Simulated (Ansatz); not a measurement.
**Geometry relaxation of C2H10OSSi2 (part 1 of 3)**

System: C2H10OSSi2.
Method: RKS PBE/6-31G* (Ansatz 0.2.0).

It belongs to a series of runs on one base structure; here: end point A relaxed.

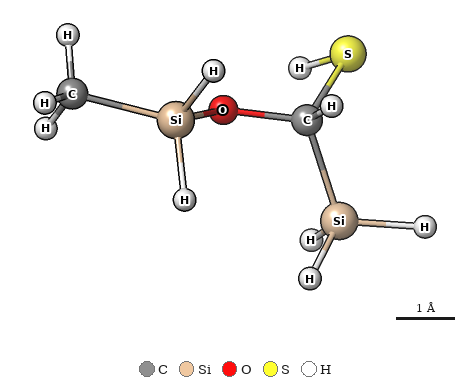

**Figure 1.** The input geometry (ball-and-stick view, seen at a tilt). Bond lengths as drawn: C–H 1.04 to 1.12 Å, C–O 1.47 Å, C–S 1.86 Å, C–Si 1.87 to 1.93 Å, H–S 1.33 Å, H–Si 1.44 to 1.50 Å and O–Si 1.68 Å.

Input file
```yaml
crystal:
  periodic: [false, false, false]
  atoms:
    - { symbol: C, position_ang: [0.1246, -2.9559, 0.7066] }
    - { symbol: Si, position_ang: [0.6796, -1.3017, 0.0359] }
    - { symbol: O, position_ang: [-0.2303, 0.0078, 0.5692] }
    - { symbol: C, position_ang: [0.2799, 1.343, 0.2115] }
    - { symbol: Si, position_ang: [-0.6124, 2.0995, -1.3295] }
    - { symbol: S, position_ang: [-0.1777, 2.4691, 1.6223] }
    - { symbol: H, position_ang: [0.7007, -3.7421, 0.3169] }
    - { symbol: H, position_ang: [0.1672, -2.9205, 1.7809] }
    - { symbol: H, position_ang: [-0.9606, -3.0723, 0.4496] }
    - { symbol: H, position_ang: [2.1028, -1.0868, 0.4376] }
    - { symbol: H, position_ang: [0.6116, -1.2943, -1.4222] }
    - { symbol: H, position_ang: [1.3132, 1.3981, 0.1012] }
    - { symbol: H, position_ang: [-0.1415, 3.5028, -1.5902] }
    - { symbol: H, position_ang: [-0.3512, 1.2999, -2.5034] }
    - { symbol: H, position_ang: [-2.0953, 2.1645, -1.1495] }
    - { symbol: H, position_ang: [-1.4335, 2.0663, 1.8073] }
basis:
  gaussian: { orbitals: "6-31G*" }
hamiltonian:
  xc: pbe
relax:
  f_tol: 0.015
  max_steps: 40
output:
  orbitals: {}
```

Run on 2 threads of Intel Xeon (Granite Rapids), 16 GiB of memory available, shared host.

Launched with:
```bash
ansatz run input.yaml --threads 2 --pin off --max-ram 3072MiB --backend cpu --events-out ev --progress --plain --runs-dir out
```

Log
```
The last accepted step is kept in [file] (removed where the run ends without a failure and the disk answers)
Engine: ansatz 0.2.0, x86_64-unknown-linux-gnu
Functional definition: PBE
  parameter kappa = 0.804
  parameter beta = 0.06672455060314922
  exchange = pbe_x(kappa = kappa, mu = beta*pi^2/3)
  correlation = pbe_c(beta = beta)
1539 factors; their error is unknown
mean field evaluation 1: about -30845.1139 eV, gradient 6.7e1 eV
mean field evaluation 2: about -30821.2553 eV, gradient 1.2e2 eV
mean field evaluation 4: about -30854.8177 eV, gradient 7.9e0 eV
mean field evaluation 8: about -30854.9596 eV, gradient 1.8e-1 eV
mean field evaluation 16: about -30854.8398 eV, gradient 4.3e-4 eV
mean field -30854.83983914 eV, -1133.8944499268 hartree, gradient 4.6e-5 eV, S^2 0.000000; 0 other end points of the search recorded, 0 dependent functions left out
the calculation of the forces begins
reference -30854.83988281 eV, -1133.8944515315 hartree; 37, 37 occupied and 85, 85 virtual orbitals, 1539 factors
relax step   1: F+E_penalty+E_count = -30854.83983914 eV  Δ(F+E_penalty+E_count) = +0.000e0 eV  max|allowed force component| = 4.042e0 eV/Å  Δτ_max = 0.0000 Å  (29 SCF iters, accepted)
these checks for a lower state are left out or cut short: starts, cluster_reference, orbital_swaps, neighbouring_geometries, increment
1539 factors; their error is unknown
mean field -30855.20261408 eV, -1133.9077816600 hartree, gradient 1.2e-5 eV, S^2 0.000000; 0 other end points of the search recorded, 0 dependent functions left out
[... from here on the field's lines of each further geometry are left out, up to the last ...]
relax step   2: F+E_penalty+E_count = -30855.20261408 eV  Δ(F+E_penalty+E_count) = -3.628e-1 eV  max|allowed force component| = 7.888e-1 eV/Å  Δτ_max = 0.1947 Å  (29 SCF iters, accepted)
relax step   3: F+E_penalty+E_count = -30855.26600920 eV  Δ(F+E_penalty+E_count) = -6.340e-2 eV  max|allowed force component| = 4.365e-1 eV/Å  Δτ_max = 0.0954 Å  (30 SCF iters, accepted)
relax step   4: F+E_penalty+E_count = -30855.22401685 eV  Δ(F+E_penalty+E_count) = +4.199e-2 eV  max|allowed force component| = 8.752e-1 eV/Å  Δτ_max = 0.2000 Å  (29 SCF iters, rejected (line search))
relax step   5: F+E_penalty+E_count = -30855.28763037 eV  Δ(F+E_penalty+E_count) = -2.162e-2 eV  max|allowed force component| = 1.095e-1 eV/Å  Δτ_max = 0.1000 Å  (30 SCF iters, accepted)
relax step   6: F+E_penalty+E_count = -30855.29440690 eV  Δ(F+E_penalty+E_count) = -6.777e-3 eV  max|allowed force component| = 5.647e-2 eV/Å  Δτ_max = 0.1000 Å  (30 SCF iters, accepted)
relax step   7: F+E_penalty+E_count = -30855.29794797 eV  Δ(F+E_penalty+E_count) = -3.541e-3 eV  max|allowed force component| = 8.276e-2 eV/Å  Δτ_max = 0.1133 Å  (30 SCF iters, accepted)
relax step   8: F+E_penalty+E_count = -30855.30030114 eV  Δ(F+E_penalty+E_count) = -2.353e-3 eV  max|allowed force component| = 1.553e-1 eV/Å  Δτ_max = 0.0973 Å  (30 SCF iters, accepted)
relax step   9: F+E_penalty+E_count = -30855.30296855 eV  Δ(F+E_penalty+E_count) = -2.667e-3 eV  max|allowed force component| = 1.669e-1 eV/Å  Δτ_max = 0.0484 Å  (29 SCF iters, accepted)
relax step  10: F+E_penalty+E_count = -30855.30631819 eV  Δ(F+E_penalty+E_count) = -3.350e-3 eV  max|allowed force component| = 1.663e-1 eV/Å  Δτ_max = 0.0720 Å  (30 SCF iters, accepted)
relax step  11: F+E_penalty+E_count = -30855.30972933 eV  Δ(F+E_penalty+E_count) = -3.411e-3 eV  max|allowed force component| = 1.941e-1 eV/Å  Δτ_max = 0.0957 Å  (30 SCF iters, accepted)
relax step  12: F+E_penalty+E_count = -30855.31358573 eV  Δ(F+E_penalty+E_count) = -3.856e-3 eV  max|allowed force component| = 2.189e-1 eV/Å  Δτ_max = 0.1146 Å  (30 SCF iters, accepted)
relax step  13: F+E_penalty+E_count = -30855.31810985 eV  Δ(F+E_penalty+E_count) = -4.524e-3 eV  max|allowed force component| = 2.129e-1 eV/Å  Δτ_max = 0.0885 Å  (29 SCF iters, accepted)
relax step  14: F+E_penalty+E_count = -30855.32374524 eV  Δ(F+E_penalty+E_count) = -5.635e-3 eV  max|allowed force component| = 1.909e-1 eV/Å  Δτ_max = 0.1207 Å  (30 SCF iters, accepted)
relax step  15: F+E_penalty+E_count = -30855.32703107 eV  Δ(F+E_penalty+E_count) = -3.286e-3 eV  max|allowed force component| = 1.559e-1 eV/Å  Δτ_max = 0.1092 Å  (29 SCF iters, accepted)
relax step  16: F+E_penalty+E_count = -30855.32924831 eV  Δ(F+E_penalty+E_count) = -2.217e-3 eV  max|allowed force component| = 1.367e-1 eV/Å  Δτ_max = 0.0633 Å  (29 SCF iters, accepted)
relax step  17: F+E_penalty+E_count = -30855.33127672 eV  Δ(F+E_penalty+E_count) = -2.028e-3 eV  max|allowed force component| = 9.751e-2 eV/Å  Δτ_max = 0.0553 Å  (29 SCF iters, accepted)
relax step  18: F+E_penalty+E_count = -30855.33353330 eV  Δ(F+E_penalty+E_count) = -2.257e-3 eV  max|allowed force component| = 3.766e-2 eV/Å  Δτ_max = 0.0966 Å  (29 SCF iters, accepted)
relax step  19: F+E_penalty+E_count = -30855.33429592 eV  Δ(F+E_penalty+E_count) = -7.626e-4 eV  max|allowed force component| = 1.988e-1 eV/Å  Δτ_max = 0.1988 Å  (29 SCF iters, accepted)
relax step  20: F+E_penalty+E_count = -30855.33746312 eV  Δ(F+E_penalty+E_count) = -3.167e-3 eV  max|allowed force component| = 1.045e-1 eV/Å  Δτ_max = 0.0319 Å  (30 SCF iters, accepted)
relax step  21: F+E_penalty+E_count = -30855.34004374 eV  Δ(F+E_penalty+E_count) = -2.581e-3 eV  max|allowed force component| = 6.407e-2 eV/Å  Δτ_max = 0.0615 Å  (29 SCF iters, accepted)
relax step  22: F+E_penalty+E_count = -30855.34418638 eV  Δ(F+E_penalty+E_count) = -4.143e-3 eV  max|allowed force component| = 1.156e-1 eV/Å  Δτ_max = 0.1981 Å  (29 SCF iters, accepted)
relax step  23: F+E_penalty+E_count = -30855.34708864 eV  Δ(F+E_penalty+E_count) = -2.902e-3 eV  max|allowed force component| = 9.962e-2 eV/Å  Δτ_max = 0.0442 Å  (30 SCF iters, accepted)
relax step  24: F+E_penalty+E_count = -30855.35146245 eV  Δ(F+E_penalty+E_count) = -4.374e-3 eV  max|allowed force component| = 7.299e-2 eV/Å  Δτ_max = 0.1149 Å  (30 SCF iters, accepted)
relax step  25: F+E_penalty+E_count = -30855.35469121 eV  Δ(F+E_penalty+E_count) = -3.229e-3 eV  max|allowed force component| = 1.038e-1 eV/Å  Δτ_max = 0.1947 Å  (29 SCF iters, accepted)
relax step  26: F+E_penalty+E_count = -30855.35684670 eV  Δ(F+E_penalty+E_count) = -2.155e-3 eV  max|allowed force component| = 7.558e-2 eV/Å  Δτ_max = 0.0283 Å  (30 SCF iters, accepted)
relax step  27: F+E_penalty+E_count = -30855.36055878 eV  Δ(F+E_penalty+E_count) = -3.712e-3 eV  max|allowed force component| = 8.985e-2 eV/Å  Δτ_max = 0.1344 Å  (29 SCF iters, accepted)
relax step  28: F+E_penalty+E_count = -30855.36206164 eV  Δ(F+E_penalty+E_count) = -1.503e-3 eV  max|allowed force component| = 1.580e-1 eV/Å  Δτ_max = 0.1554 Å  (29 SCF iters, accepted)
relax step  29: F+E_penalty+E_count = -30855.36402286 eV  Δ(F+E_penalty+E_count) = -1.961e-3 eV  max|allowed force component| = 6.537e-2 eV/Å  Δτ_max = 0.0089 Å  (32 SCF iters, accepted)
relax step  30: F+E_penalty+E_count = -30855.36465593 eV  Δ(F+E_penalty+E_count) = -6.331e-4 eV  max|allowed force component| = 1.043e-1 eV/Å  Δτ_max = 0.0300 Å  (31 SCF iters, accepted)
relax step  31: F+E_penalty+E_count = -30855.36562346 eV  Δ(F+E_penalty+E_count) = -9.675e-4 eV  max|allowed force component| = 3.091e-2 eV/Å  Δτ_max = 0.0485 Å  (30 SCF iters, accepted)
relax step  32: F+E_penalty+E_count = -30855.36607452 eV  Δ(F+E_penalty+E_count) = -4.511e-4 eV  max|allowed force component| = 5.525e-2 eV/Å  Δτ_max = 0.0755 Å  (30 SCF iters, accepted)
relax step  33: F+E_penalty+E_count = -30855.36633968 eV  Δ(F+E_penalty+E_count) = -2.652e-4 eV  max|allowed force component| = 2.339e-2 eV/Å  Δτ_max = 0.0132 Å  (32 SCF iters, accepted)
the calculation of the forces begins
reference -30855.36650867 eV, -1133.9138046750 hartree; 37, 37 occupied and 85, 85 virtual orbitals, 1539 factors
relax step  34: F+E_penalty+E_count = -30855.36646432 eV  Δ(F+E_penalty+E_count) = -1.246e-4 eV  max|allowed force component| = 6.732e-3 eV/Å  Δτ_max = 0.0201 Å  (31 SCF iters, accepted)
1539 factors; their error is unknown
mean field evaluation 256: about -30855.3231 eV, gradient 8.6e0 eV
```

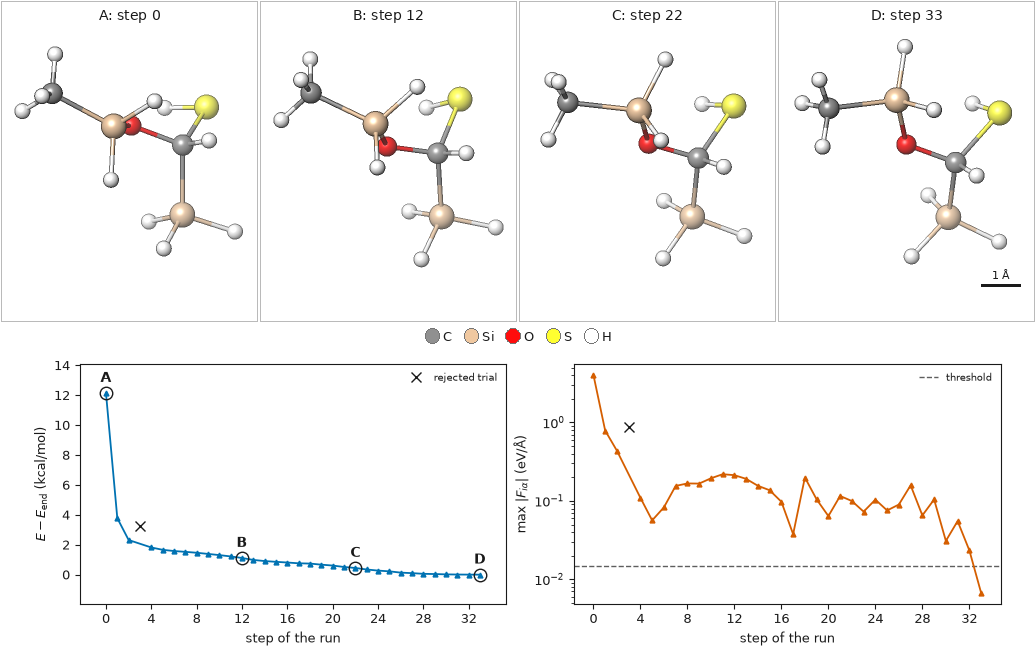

**Figure 2.** Frames of the relaxation (ball-and-stick view, seen at a tilt) above the curves, on which the letters mark them (the first geometry is step 0 here and step 1 in the log).

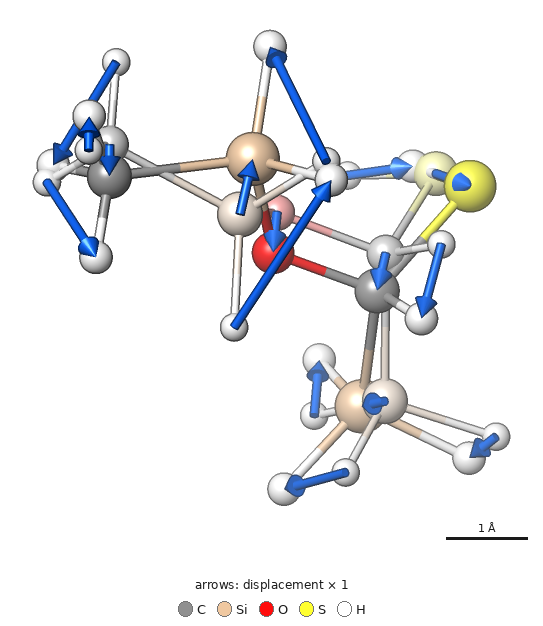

**Figure 3.** Start (faint) and end (solid) with the displacements as blue arrows, at true length (ball-and-stick view, seen at a tilt). The two geometries are laid on each other by the best rigid fit. The atom that moves furthest after the best rigid fit is H11 (2.27 Å). By element the largest moves are H 2.27 Å, S 1.10 Å, Si 0.72 Å, O 0.56 Å, C 0.52 Å. Distances before and after: C4–H12 1.041 → 1.111 Å, O3–C4 1.473 → 1.414 Å, Si5–H14 1.444 → 1.501 Å, C1–H7 1.050 → 1.104 Å. Among the angles that change: C1–Si2–O3 114.5° → 106.0°, O3–C4–S6 106.2° → 114.7°, Si2–O3–C4 116.2° → 122.1°. The energy falls by 12.1 kcal/mol in 33 geometry steps. Largest force component: 4 eV/Å at the start, 0.0067 eV/Å at the end. The line search rejected the trial step at point 3 (counted from 0) and went back. (Atoms are counted from 1 in the order of the input.)

```
mean field -30855.36646432 eV, -1133.9138030452 hartree, gradient 1.2e-5 eV, S^2 0.000000; 1 other end points of the search recorded, 0 dependent functions left out
the calculation of the forces begins
reference -30855.36650867 eV, -1133.9138046750 hartree; 37, 37 occupied and 85, 85 virtual orbitals, 1539 factors
Total energy: -30855.36650867 eV, -1133.9138046750 hartree
Atom 0 at    -0.014433    -2.909851     0.345342 Å, force     0.000502     0.003070     0.000344 eV/Å
Atom 1 at     0.857262    -1.273579     0.648137 Å, force     0.002119    -0.004234     0.001760 eV/Å
Atom 2 at    -0.179302    -0.070496     0.038936 Å, force    -0.005510     0.001405     0.001032 eV/Å
Atom 3 at     0.295440     1.203798    -0.349948 Å, force    -0.000893     0.000061    -0.006732 eV/Å
Atom 4 at    -1.155739     2.162554    -1.159193 Å, force     0.005481    -0.001477    -0.001603 eV/Å
Atom 5 at     1.043009     2.208431     1.028389 Å, force     0.001022     0.000094     0.003285 eV/Å
Atom 6 at     0.586965    -3.744787     0.744975 Å, force     0.001354    -0.001178     0.000742 eV/Å
Atom 7 at    -0.996256    -2.929871     0.847347 Å, force    -0.000507    -0.000393    -0.000169 eV/Å
Atom 8 at    -0.176205    -3.084756    -0.730914 Å, force     0.000641     0.000145    -0.000506 eV/Å
Atom 9 at     1.121501    -1.091199     2.114091 Å, force     0.000277    -0.000603    -0.000426 eV/Å
Atom 10 at     2.166505    -1.192419    -0.093302 Å, force     0.000353    -0.000160     0.000189 eV/Å
Atom 11 at     1.148298     1.122187    -1.056633 Å, force    -0.000942    -0.000146    -0.000938 eV/Å
Atom 12 at    -0.650309     3.447149    -1.742971 Å, force    -0.001950     0.000528     0.000623 eV/Å
Atom 13 at    -1.791339     1.339676    -2.241856 Å, force    -0.001649     0.000797     0.001576 eV/Å
Atom 14 at    -2.172301     2.451822    -0.095376 Å, force     0.000279     0.000998    -0.001558 eV/Å
Atom 15 at    -0.105995     2.338743     1.747176 Å, force    -0.000576     0.001093     0.002383 eV/Å
Dipole moment:    -0.084628    -0.260814    -0.070221 e Å
```

Trajectory as extended XYZ (Å, eV, eV/Å), 34 frames, from step=1 to step=34
```
16
Properties=species:S:1:pos:R:3:forces:R:3 step=1 energy=-30854.83984
C     0.1246   -2.9559    0.7066   -2.2162   1.9512   0.0194
Si    0.6796   -1.3017    0.0359    0.5568  -0.1735   0.1991
O    -0.2303    0.0078    0.5692    0.3708   0.9259  -0.2296
C     0.2799    1.3430    0.2115   -4.0417  -0.5348   0.6266
Si   -0.6124    2.0995   -1.3295   -0.1572   0.4929   0.6620
S    -0.1777    2.4691    1.6223    1.3065   0.5059   0.2201
H     0.7007   -3.7421    0.3169    0.9841  -1.4573  -0.6926
H     0.1672   -2.9205    1.7809    0.2008  -0.2094   0.9522
H    -0.9606   -3.0723    0.4496    0.5471  -0.2679   0.0057
H     2.1028   -1.0868    0.4376    0.2591   0.1090   0.0243
H     0.6116   -1.2943   -1.4222    0.0524  -0.1085  -0.8905
H     1.3132    1.3981    0.1012    2.4836   0.0049   0.0431
H    -0.1415    3.5028   -1.5902    0.1238  -0.0984   0.0770
H    -0.3512    1.2999   -2.5034    0.2266  -0.6457  -0.9708
H    -2.0953    2.1645   -1.1495   -0.0307  -0.0983   0.2070
H    -1.4335    2.0663    1.8073   -0.6660  -0.3962  -0.2529
16
Properties=species:S:1:pos:R:3:forces:R:3 step=2 energy=-30855.20261
C     0.0892   -2.8980    0.7012   -0.6831   0.6534  -0.0023
Si    0.7201   -1.2799   -0.0166    0.0484  -0.1370   0.1527
O    -0.2310   -0.0054    0.5532    0.1893   0.7046  -0.0899
C     0.2221    1.3488    0.2704   -0.7888  -0.4465   0.2189
Si   -0.6299    2.0514   -1.3128    0.0145   0.2956   0.4468
S    -0.1180    2.4533    1.7300   -0.6856  -0.4880  -0.4164
H     0.6704   -3.7234    0.3017    0.2742  -0.4878  -0.1437
H     0.1582   -2.8843    1.7947    0.1223  -0.0787   0.2149
H    -0.9806   -3.0513    0.4483    0.2384  -0.0243  -0.0405
H     2.1516   -1.0406    0.3833    0.0410   0.0223  -0.0104
H     0.6575   -1.3028   -1.5071    0.0511  -0.0616  -0.2518
H     1.3040    1.3943    0.1790    0.7329  -0.0082  -0.0955
H    -0.1025    3.4370   -1.5527   -0.0499  -0.0367  -0.0366
H    -0.3607    1.2234   -2.5156    0.0549  -0.2270  -0.1968
H    -2.1064    2.0918   -1.0543    0.0082   0.0106  -0.0108
H    -1.4670    2.1632    1.6418    0.4323   0.3093   0.2614
16
Properties=species:S:1:pos:R:3:forces:R:3 step=3 energy=-30855.26601
C     0.0780   -2.8828    0.7044   -0.0485   0.1218   0.0063
Si    0.7422   -1.2874   -0.0366   -0.0303  -0.1417  -0.0028
O    -0.2192   -0.0110    0.5206    0.1624   0.3291  -0.1234
C     0.2213    1.3372    0.2659   -0.3235  -0.2357   0.1825
Si   -0.6331    2.0617   -1.2996    0.0504   0.0281   0.1030
S    -0.1447    2.4162    1.7329   -0.3217  -0.1758  -0.1285
H     0.6602   -3.7382    0.3213   -0.0045  -0.0343   0.0377
H     0.1474   -2.8667    1.8052    0.0432  -0.0259  -0.0326
H    -0.9809   -3.0387    0.4359    0.0359   0.0035  -0.0309
H     2.1749   -1.0408    0.3650   -0.0201   0.0143   0.0081
H     0.7021   -1.3390   -1.5416    0.0257  -0.0357   0.0045
H     1.3256    1.3872    0.1787    0.0219   0.0997   0.0332
H    -0.1094    3.4428   -1.5609   -0.0255  -0.0160  -0.0252
H    -0.3674    1.1984   -2.4993   -0.0148  -0.0160   0.0002
H    -2.1084    2.1037   -1.0342    0.0127   0.0126  -0.0098
H    -1.5116    2.2349    1.6863    0.4365   0.0720  -0.0223
16
Properties=species:S:1:pos:R:3:forces:R:3 step=4 energy=-30855.22402 accepted=F
C     0.0736   -2.8785    0.6996   -0.0260  -0.1809   0.0291
Si    0.7812   -1.3355   -0.0789    0.2484   0.4746   0.1730
O    -0.1777   -0.0188    0.4057   -0.2682  -0.4642   0.0664
C     0.1722    1.3436    0.2880    0.8752   0.0949  -0.2732
Si   -0.6418    2.0871   -1.2531   -0.4679   0.0821  -0.3870
S    -0.1372    2.3208    1.7920   -0.4417   0.0024   0.1210
H     0.6223   -3.7762    0.3619    0.0132   0.0595  -0.0667
H     0.1423   -2.8495    1.7995   -0.0710   0.0823  -0.0123
H    -0.9813   -3.0056    0.4095   -0.0631  -0.0298   0.0566
H     2.1771   -1.0460    0.4093    0.0503  -0.0683  -0.0405
H     0.8548   -1.4626   -1.5789   -0.0885   0.0103   0.0275
H     1.2633    1.5045    0.1846    0.2406  -0.2709  -0.0720
H    -0.1130    3.4410   -1.6198    0.0780   0.0039   0.0687
H    -0.4602    1.1554   -2.4233    0.0491   0.0579   0.0695
H    -2.1107    2.1990   -0.9771   -0.0611   0.0240  -0.0030
H    -1.4879    2.2987    1.6254   -0.0673   0.1222   0.2428
```
